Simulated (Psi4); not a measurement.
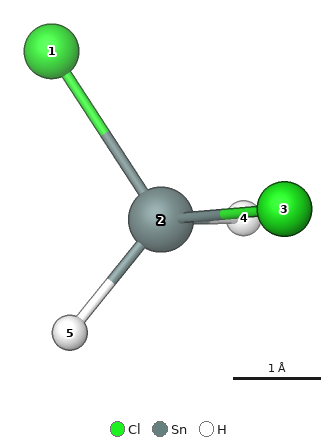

The structure as given in the input (ball-and-stick view, seen at a tilt; atoms are numbered from 1 in the order of the input). Sticks mark near contacts. Bond lengths as drawn: Cl–Sn 2.32 Å and H–Sn 1.70 Å.

## Single-point calculation of SnH2Cl2

- system: SnH2Cl2
- method: wB97X-V/def2-SVPD, RKS, core potentials def2 (Psi4 1.11)

The geometry comes from this level: PBE0-D4/def2-TZVP.

## What the program printed
```
=> Loading Basis Set <=

    Name: DEF2-SVPD
    Role: ORBITAL
    Keyword: BASIS

    !!!  WARNING: ECP capability is in beta. Please check occupations closely.  !!!

         ---------------------------------------------------------
                                   SCF
                              RKS Reference
                        1 Threads,   2098 MiB Core
         ---------------------------------------------------------

  ==> Geometry <==

    Molecular point group: c1
    Full point group: C1

    Geometry (in Bohr), charge = 0, multiplicity = 1:

       Center              X                  Y                   Z               Mass
    ------------   -----------------  -----------------  -----------------  -----------------
         CL          -3.392625310000    -0.616428660000     2.279954570000    34.968852682000
         SN           0.363583310000    -0.194452820000     0.072943430000   119.902201630000
         CL          -0.473187420000     2.448140190000    -3.314390650000    34.968852682000
         H            1.137993070000    -3.073261600000    -1.100009580000     1.007825032230
         H            2.458533690000     1.296919040000     1.983078600000     1.007825032230

  Running in c1 symmetry.

  Rotational constants: A =      0.15699  B =      0.06873  C =      0.04900 [cm^-1]
  Rotational constants: A =   4706.34107  B =   2060.55288  C =   1469.04680 [MHz]
  Nuclear repulsion =  237.041522330201360

  Charge       = 0
  Multiplicity = 1
  Electrons    = 58
  Nalpha       = 29
  Nbeta        = 29

  ==> Algorithm <==

  SCF Algorithm Type is PK.
  DIIS enabled.
  MOM disabled.
  Fractional occupation disabled.
  Guess Type is SAD.
  Energy threshold   = 1.00e-09
  Density threshold  = 1.00e-08
  Integral threshold = 1.00e-12

  ==> Primary Basis <==

  Basis Set: DEF2-SVPD
    Blend: DEF2-SVPD
    Number of shells: 42
    Number of basis functions: 102
    Number of Cartesian functions: 109
    Spherical Harmonics?: true
    Max angular momentum: 2

  Core potential: DEF2-SVPD
    Number of shells: 4
    Number of ECP primitives: 18
    Number of ECP core electrons: 28
    Max angular momentum: 3

  ==> DFT Potential <==

   => LibXC <=

    Version 7.1.2

   => Composite Functional: WB97X-V <=

    wB97X-V Hyb-GGA Exchange-Correlation Functional

    Deriv               =              1
    GGA                 =           TRUE
    Meta                =          FALSE

    Exchange Hybrid     =           TRUE
    MP2 Hybrid          =          FALSE

   => Exchange-Correlation Functionals <=

    1.0000   wB97X-V range-separated functional

   => Exact (HF) Exchange <=

    0.8330            HF,LR [omega = 0.3000]
    0.1670               HF

   => LibXC Density Thresholds  <==

    XC_HYB_GGA_XC_WB97X_V:  1.00E-14

   => VV10 Non-Local Parameters <=

    VV10 B              =     6.0000E+00
    VV10 C              =     1.0000E-02

   => Molecular Quadrature <=

    Radial Scheme          =       TREUTLER
    Pruning Scheme         =           NONE
    Nuclear Scheme         =       TREUTLER

    Blocking Scheme        =         OCTREE
    BS radius alpha        =              1
    Pruning alpha          =              1
    Radial Points          =             99
    Spherical Points       =            590
    Total Points           =         279801
    Total Blocks           =           2123
    Max Points             =            256
    Max Functions          =            100
    Weights Tolerance      =       1.00E-15

  ==> Integral Setup <==

  Using in-core PK algorithm.
   Calculation information:
      Number of atoms:                   5
      Number of AO shells:              42
      Number of primitives:             79
      Number of atomic orbitals:       109
      Number of basis functions:       102

      Integral cutoff                 1.00e-12
      Number of threads:                 1

  Performing in-core PK
  Using 41398893 doubles for integral storage.
  We computed 380457 shell quartets total.
  Whereas there are 408156 unique shell quartets.

  Computing range-separated integrals for PK
  We computed 380457 wK shell quartets total.
  Whereas there are 408156 wK unique shell quartets.

  ==> DiskJK: Disk-Based J/K Matrices <==

    J tasked:                  Yes
    K tasked:                  Yes
    wK tasked:                 Yes
    Omega:               3.000E-01
    Memory [MiB]:              881
    Schwarz Cutoff:          1E-12

  Cached 100.0% of DFT collocation blocks in 0.675 [GiB].

  Minimum eigenvalue in the overlap matrix is 2.2170073863E-03.
  Reciprocal condition number of the overlap matrix is 3.4381638175E-04.
    Using symmetric orthogonalization.

  ==> Pre-Iterations <==

  SCF Guess: Superposition of Atomic Densities via on-the-fly atomic UHF (no occupation information).

   -------------------------
    Irrep   Nso     Nmo
   -------------------------
     A        102     102
   -------------------------
    Total     102     102
   -------------------------

  ==> Iterations <==

                        Total Energy        Delta E     RMS |[F,P]|

   @RKS iter SAD: -1134.21241994265461   -1.13421e+03   0.00000e+00
   @RKS iter   1: -1135.47075850943020   -1.25834e+00   3.65129e-03 DIIS/ADIIS
   @RKS iter   2: -1135.52221011094230   -5.14516e-02   1.94027e-03 DIIS/ADIIS
   @RKS iter   3: -1135.53821403418510   -1.60039e-02   1.47039e-04 DIIS/ADIIS
   @RKS iter   4: -1135.53834482398133   -1.30790e-04   5.72043e-05 DIIS
   @RKS iter   5: -1135.53837030934596   -2.54854e-05   1.19413e-05 DIIS
   @RKS iter   6: -1135.53837260030491   -2.29096e-06   3.13120e-06 DIIS
   @RKS iter   7: -1135.53837274490093   -1.44596e-07   7.88930e-07 DIIS
   @RKS iter   8: -1135.53837275734077   -1.24398e-08   1.66571e-07 DIIS
   @RKS iter   9: -1135.53837275791830   -5.77529e-10   4.14115e-08 DIIS
   @RKS iter  10: -1135.53837275794240   -2.41016e-11   1.43196e-08 DIIS
   @RKS iter  11: -1135.53837275794399   -1.59162e-12   3.34524e-09 DIIS
  Energy and wave function converged.

  ==> Post-Iterations <==

   Electrons on quadrature grid:
      Ntotal   =   57.9999997030 ; deviation = -2.970e-07

    Orbital Energies [Eh]
    ---------------------

    Doubly Occupied:

       1A   -101.502687     2A   -101.502670     3A     -9.564382
       4A     -9.564376     5A     -7.324459     6A     -7.324448
       7A     -7.317682     8A     -7.317673     9A     -7.317410
      10A     -7.317405    11A     -5.277033    12A     -3.627351
      13A     -3.625061    14A     -3.620323    15A     -1.215911
      16A     -1.212279    17A     -1.207075    18A     -1.204839
      19A     -1.204519    20A     -0.953692    21A     -0.933549
      22A     -0.661025    23A     -0.498980    24A     -0.489514
      25A     -0.489382    26A     -0.435826    27A     -0.434984
      28A     -0.426999    29A     -0.418922

    Virtual:

      30A      0.016761    31A      0.037371    32A      0.048961
      33A      0.067061    34A      0.104826    35A      0.121600
      36A      0.126566    37A      0.132708    38A      0.150306
      39A      0.151587    40A      0.154172    41A      0.172818
      42A      0.177577    43A      0.196202    44A      0.203737
      45A      0.211466    46A      0.216208    47A      0.226522
      48A      0.235784    49A      0.288044    50A      0.291770
      51A      0.308094    52A      0.321261    53A      0.335250
      54A      0.353082    55A      0.357282    56A      0.357980
      57A      0.382873    58A      0.388696    59A      0.397661
      60A      0.414687    61A      0.431718    62A      0.442080
      63A      0.448165    64A      0.514691    65A      0.545209
      66A      0.568866    67A      0.575226    68A      0.668070
      69A      0.688181    70A      0.690838    71A      0.703490
      72A      0.734333    73A      0.917865    74A      0.918623
      75A      0.950000    76A      1.022793    77A      1.082028
      78A      1.084869    79A      1.085622    80A      1.092300
      81A      1.112940    82A      1.114351    83A      1.119335
      84A      1.120557    85A      1.177865    86A      1.178383
      87A      1.195531    88A      1.220698    89A      1.223067
      90A      1.249130    91A      1.520509    92A      1.535844
      93A      1.746345    94A      1.764177    95A      1.806176
      96A      1.817255    97A      1.963762    98A      2.090366
      99A     15.699166   100A     15.702275   101A     15.816381
     102A     52.339022

    Final Occupation by Irrep:
              A
    DOCC [    29 ]
    NA   [    29 ]
    NB   [    29 ]

  @RKS Final Energy: -1135.53837275794399

   => Energetics <=

    Nuclear Repulsion Energy =            237.0415223302013601
    One-Electron Energy =               -2120.0380280247463816
    Two-Electron Energy =                 802.7264162348658374
    DFT Exchange-Correlation Energy =     -55.4992378173595142
    Empirical Dispersion Energy =           0.0000000000000000
    VV10 Nonlocal Energy =                  0.2309545190945189
    Total Energy =                      -1135.5383727579442166

Computation Completed

Properties will be evaluated at   0.000000,   0.000000,   0.000000 [a0]

Properties computed using the SCF density matrix

 Multipole Moments:

 ------------------------------------------------------------------------------------
     Multipole            Electronic (a.u.)      Nuclear  (a.u.)        Total (a.u.)
 ------------------------------------------------------------------------------------

 L = 1.  Multiply by 2.5417464519 to convert [e a0] to [Debye]
 Dipole X            :         55.0880092          -54.1234568            0.9645523
 Dipole Y            :        -25.5510727           25.0847914           -0.4662813
 Dipole Z            :         15.3454802          -15.0975889            0.2478914
 Magnitude           :                                                    1.0996498

 ------------------------------------------------------------------------------------

	total time  =         38 seconds =       0.63 minutes
```

## Standard output
```
wb97x-v/def2-SVPD energy: -1135.5383727579 Eh
```

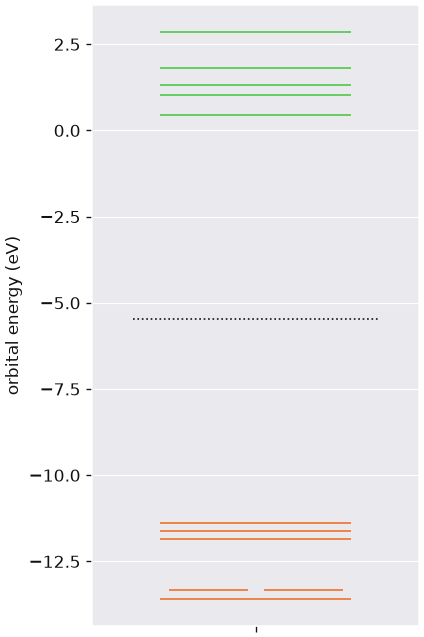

Orbital energies near the frontier; the dotted line parts filled from empty levels, and levels within 0.02 eV of each other stand side by side. Highest filled −11.40 eV, lowest empty 0.46 eV, 11.86 eV apart.

This output came from the following input.

## Input (cl2h2sn.py)
```python
import psi4

psi4.set_memory('2200 MB')
psi4.set_num_threads(1)
psi4.core.set_output_file('psi4.out', False)

mol = psi4.geometry("""
0 1
Cl    -3.39262531    -0.61642866     2.27995457
Sn     0.36358331    -0.19445282     0.07294343
Cl    -0.47318742     2.44814019    -3.31439065
H      1.13799307    -3.07326160    -1.10000958
H      2.45853369     1.29691904     1.98307860
units bohr
symmetry c1
no_reorient
no_com
""")

psi4.set_options({
    'reference': 'rks',
    'puream': True,
    'e_convergence': 1e-09,
    'd_convergence': 1e-08,
    'scf_type': 'pk',
    'dft_radial_points': 99,
    'dft_spherical_points': 590,
})

e_tot, wfn = psi4.energy("wb97x-v/def2-SVPD", return_wfn=True)
print(f'wb97x-v/def2-SVPD energy: {e_tot:.10f} Eh')
```

Command:
```bash
python cl2h2sn.py
```

## Summary

| quantity | value |
| --- | --- |
| outcome | converged |
| total energy | −1135.538373 hartree |
| basis functions | 102 |
| HOMO | −11.40 eV |
| LUMO | 0.46 eV |
| dipole moment | 2.80 D |
| hardware | 1 thread of Intel Xeon (Granite Rapids), 32 GiB of memory available, shared host |
| wall time | 39 s |
| peak memory | 1.2 GiB |
